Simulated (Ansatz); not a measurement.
**CH5Ga: vertical ionisation energy**

How much energy removes an electron from CH5Ga at fixed geometry? The cation is run at each level and the neutral's energy taken from earlier runs.

Method: unrestricted cation, the program's frozen cores in correlated methods; program: Ansatz 0.2.0, Gaussian basis.

The runs, in order: UKS PBE-D4/def2-TZVPP; UKS r2SCAN-D4/def2-TZVPP; UKS PBE0-D4/def2-TZVPP; UKS B3LYP-D4/def2-TZVPP; UKS wB97X-V/def2-TZVPP; UKS wB97M-V/def2-TZVPP; UKS B2PLYP/def2-TZVPP; UHF-CCSD(T)/def2-TZVPP; UHF-MP2/def2-QZVPP; extrapolation to the limit; then −ε(HOMO) from the neutral's earlier runs with LDA (SPW92), PBE-D4, revPBE-D4, BLYP-D4, r2SCAN-D4, B97M-V, PBE0-D4, B3LYP-D4, r2SCANh-D4, r2SCAN0-D4, HSE06-D4, BHLYP-D4, CAM-B3LYP-D4, LC-ωPBE, ωB97X-V, ωB97M-V.

## Step 1: The geometry

An earlier PBE0-D4 in a triple-zeta def2 set relaxation fixed the geometry.

SMILES `[CH3][GaH2]`, 7 atoms, charge 0, spin multiplicity 1.

Atoms are counted from 1 here; the program's logs count them from 0.

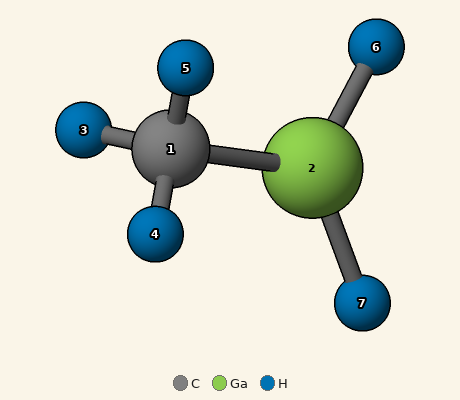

The structure; carbon grey, gallium green, hydrogen blue; atoms are numbered from 1 in the order of the file.

## Step 2: Cation, UKS PBE-D4/def2-TZVPP

File in.yaml:

```yaml
crystal:
  periodic: [false, false, false]
  atoms:
    - {symbol: C, position_ang: [-0.632378, -0.455955, -0.459388]}
    - {symbol: Ga, position_ang: [0.757017, 0.507017, 0.544748]}
    - {symbol: H, position_ang: [-1.177788, 0.260311, -1.083584]}
    - {symbol: H, position_ang: [-0.216549, -1.220985, -1.115884]}
    - {symbol: H, position_ang: [-1.362089, -0.913736, 0.211667]}
    - {symbol: H, position_ang: [0.374269, 1.328327, 1.832383]}
    - {symbol: H, position_ang: [2.257528, 0.495011, 0.070058]}
basis:
  gaussian: {orbitals: def2-TZVPP}
total_charge: 1
magnetization: {spin_polarized: true, initial_magnetization: 1}
hamiltonian: {xc: pbe, dispersion: d4}
```

Further steps of the session: Cation, UKS r2SCAN-D4/def2-TZVPP; Cation, UKS PBE0-D4/def2-TZVPP; Cation, UKS B3LYP-D4/def2-TZVPP; Cation, UKS wB97X-V/def2-TZVPP; Cation, UKS wB97M-V/def2-TZVPP; Cation, UKS B2PLYP (frozen core)/def2-TZVPP; Cation, UHF-CCSD(T)/def2-TZVPP; Cation, UHF-MP2/def2-QZVPP.

**Question.** What will the summary of the whole plan be? Wanted: ionisation energy, CCSD(T)/CBS; nearest functional by difference; nearest −ε(HOMO); −ε(HOMO) of PBE; T1 of the cation.

**Answer**, as computed:

| quantity | value |
| --- | --- |
| ionisation energy, CCSD(T)/CBS | 10.57 eV |
| nearest functional by difference | ωB97X-V (-0.12 eV) |
| nearest −ε(HOMO) | ωB97X-V (-0.17 eV) |
| −ε(HOMO) of PBE | 6.82 eV |
| T1 of the cation | 0.020 |

**Reading.** Energy differences with functionals land within 0.41 eV of the reference. −ε(HOMO) of PBE misses by 3.8 eV, since self-interaction lifts the level. Among orbital estimates ωB97X-V comes nearest. Hartree-Fock falls 1.09 eV short, as the neutral has more correlation energy than the cation. The cation may have settled in a state other than its lowest; no search over hole states beyond the program's own was made. Correlated methods include outer-core shells of Ga, which these sets cover unevenly. With outer-core shells in play the reference is unsure by up to some tenths of an eV, so close misses can't be ranked.
